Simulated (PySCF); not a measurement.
**Run report: CH$_{9}$NOSi$_{4}$, NMR shielding calculation**

CH$_{9}$NOSi$_{4}$, SMILES N#C[Si]([SiH3])([SiH3])O[SiH3], computed with GIAO PBE0/pcSseg-1 NMR shielding, non-relativistic, gas phase (PySCF 2.14.0).

The geometry comes from this level: PBE0-D3(BJ)/def2-SVP. Figures and captions count atoms from 1; the log counts them from 0 in places.

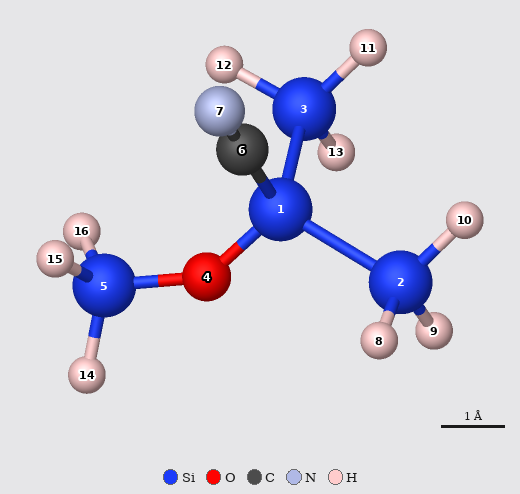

**Figure 1.** The input geometry (ball-and-stick view, seen at a tilt; atoms are numbered from 1 in the order of the input).

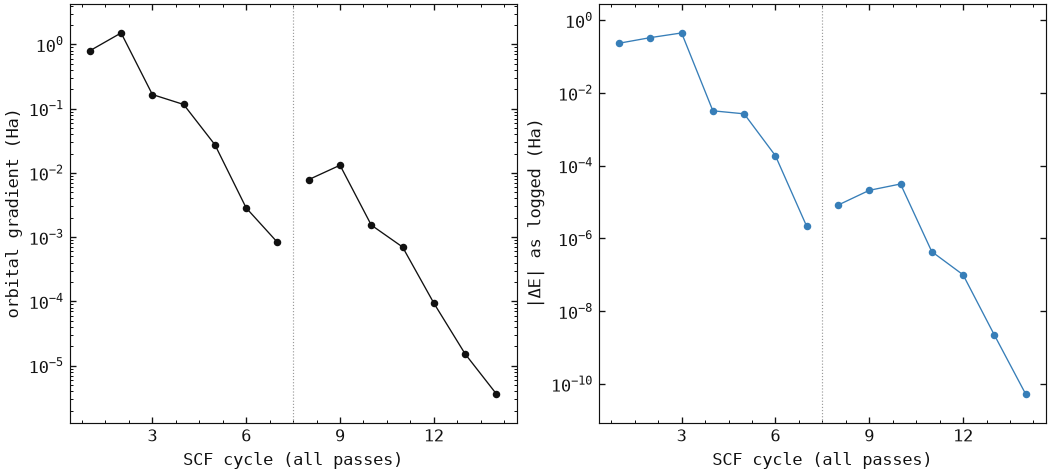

**Figure 2.** Convergence of the self-consistent field: orbital gradient and size of the energy change against the SCF cycle. The dotted line marks the change from a coarse to the final integration grid. The first 7 cycles use a coarse grid, the final grid takes over at cycle 8, and the field converges after 14 cycles in all.

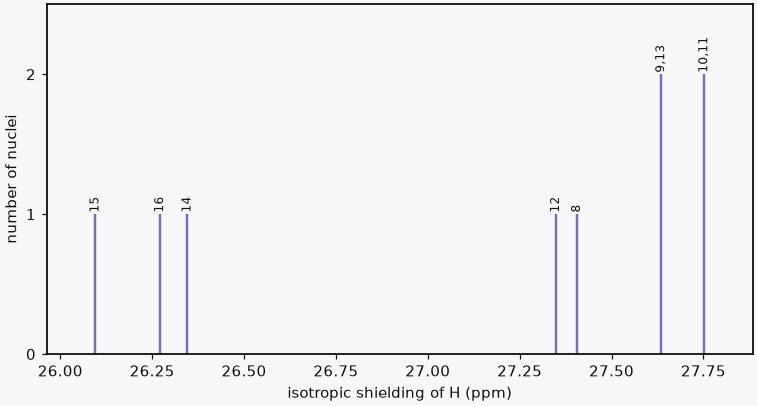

**Figure 3.** Isotropic shieldings of the hydrogen nuclei in this fixed geometry, labelled by atom number; shielding grows to the right, so chemical shift grows to the left. The least shielded is H15 (26.1 ppm), the most shielded H11 (27.8 ppm).

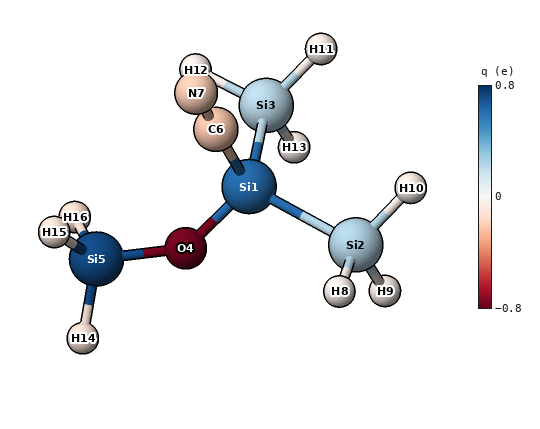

**Figure 4.** Mulliken charges, as the colour of each atom (ball-and-stick view, seen at a tilt; atoms are numbered from 1 in the order of the input; Mulliken charges depend strongly on the basis). By element: Si +0.21 to +0.71, O −0.76, C −0.22, N −0.20 and H −0.11 to −0.04 e.

These pictures come from the run below.

## Input file
```
{"job": {"kind": "nmr", "xc": "PBE0", "basis": "pcSseg-1"}, "charge": 0, "multiplicity": 1}
Si    -0.291601     0.105485     0.286555
Si    -1.871400     1.835317     0.326923
Si    -1.110730    -1.945241    -0.512536
O      1.049335     0.591967    -0.555625
Si     2.648916     0.220356    -0.851394
C      0.211187    -0.205971     2.060470
N      0.503665    -0.413332     3.164766
H     -1.267983     3.063046     0.924387
H     -2.314920     2.115780    -1.072058
H     -3.043128     1.390560     1.140059
H     -2.274147    -2.363719     0.325826
H     -0.038134    -2.983163    -0.452918
H     -1.554821    -1.767071    -1.928507
H      3.193120     1.262268    -1.763647
H      3.410094     0.203996     0.430892
H      2.738973    -1.121646    -1.501072
```

The first line tells a small driver script what to run in PySCF; the rest is the geometry in Å.

Command:
```bash
OMP_NUM_THREADS=1 python <driver script> task.json out
```

## The program's output
```
coarse grid: 15312 points
cycle   1  E = -1330.6075646171  dE =  2.332e-01  |g| = 7.951e-01  |ddm| = 3.674e+00
cycle   2  E = -1330.2752077638  dE =  3.324e-01  |g| = 1.506e+00  |ddm| = 1.897e+00
cycle   3  E = -1330.7223372486  dE = -4.471e-01  |g| = 1.657e-01  |ddm| = 1.443e+00
cycle   4  E = -1330.7255722341  dE = -3.235e-03  |g| = 1.160e-01  |ddm| = 1.524e-01
cycle   5  E = -1330.7282429564  dE = -2.671e-03  |g| = 2.740e-02  |ddm| = 9.068e-02
cycle   6  E = -1330.7284313817  dE = -1.884e-04  |g| = 2.845e-03  |ddm| = 3.103e-02
cycle   7  E = -1330.7284335384  dE = -2.157e-06  |g| = 8.285e-04  |ddm| = 4.595e-03
final grid: 129464 points
cycle   8  E = -1330.7760961781  dE = -8.256e-06  |g| = 7.860e-03  |ddm| = 1.883e-02
cycle   9  E = -1330.7760751119  dE =  2.107e-05  |g| = 1.315e-02  |ddm| = 1.564e-02
cycle  10  E = -1330.7761065828  dE = -3.147e-05  |g| = 1.539e-03  |ddm| = 1.055e-02
cycle  11  E = -1330.7761070175  dE = -4.346e-07  |g| = 7.016e-04  |ddm| = 1.305e-03
cycle  12  E = -1330.7761071180  dE = -1.005e-07  |g| = 9.390e-05  |ddm| = 4.635e-04
cycle  13  E = -1330.7761071202  dE = -2.227e-09  |g| = 1.523e-05  |ddm| = 1.155e-04
cycle  14  E = -1330.7761071203  dE = -5.321e-11  |g| = 3.626e-06  |ddm| = 2.652e-05
converged SCF energy = -1330.7761071203

GIAO shielding tensors (ppm)
atom      isotropic    diamagn.    paramagn.     s11        s22        s33       span
  0 Si     374.150     880.209    -506.059    264.568    392.840    465.043    200.475
  1 Si     452.748     879.815    -427.067    445.082    451.445    461.717     16.635
  2 Si     456.961     880.807    -423.846    447.516    460.319    463.047     15.531
  3 O      329.854     400.730     -70.876    251.786    334.947    402.830    151.044
  4 Si     384.187     878.768    -494.581    340.662    349.494    462.405    121.742
  5 C       57.595     265.032    -207.437    -59.685    -58.338    290.808    350.493
  6 N     -114.709     338.372    -453.081   -303.259   -293.702    252.834    556.093
  7 H       27.405      28.343      -0.938     24.150     25.538     32.529      8.379
  8 H       27.623      28.750      -1.127     24.533     25.820     32.514      7.981
  9 H       27.743      28.425      -0.682     24.761     25.793     32.674      7.913
 10 H       27.761      28.952      -1.192     24.794     25.699     32.789      7.995
 11 H       27.348      29.477      -2.128     24.109     25.737     32.199      8.091
 12 H       27.647      29.340      -1.694     24.704     25.672     32.564      7.860
 13 H       26.346      28.103      -1.757     22.901     24.506     31.631      8.730
 14 H       26.095      28.776      -2.680     22.734     24.894     30.658      7.924
 15 H       26.271      29.119      -2.848     22.612     25.314     30.887      8.276
```

## Results in brief

- outcome: converged
- total energy: −1330.776107 hartree
- HOMO: −8.02 eV
- LUMO: −1.48 eV
- dipole moment: 3.25 D
- isotropic shielding, Si: 374.1 to 457.0 ppm
- isotropic shielding, O: 329.9 ppm
- isotropic shielding, C: 57.6 ppm
- isotropic shielding, N: −114.7 ppm
- isotropic shielding, H: 26.1 to 27.8 ppm
- hardware: 1 CPU thread, shared host
- wall time: 24 s
- peak memory: 1 GiB
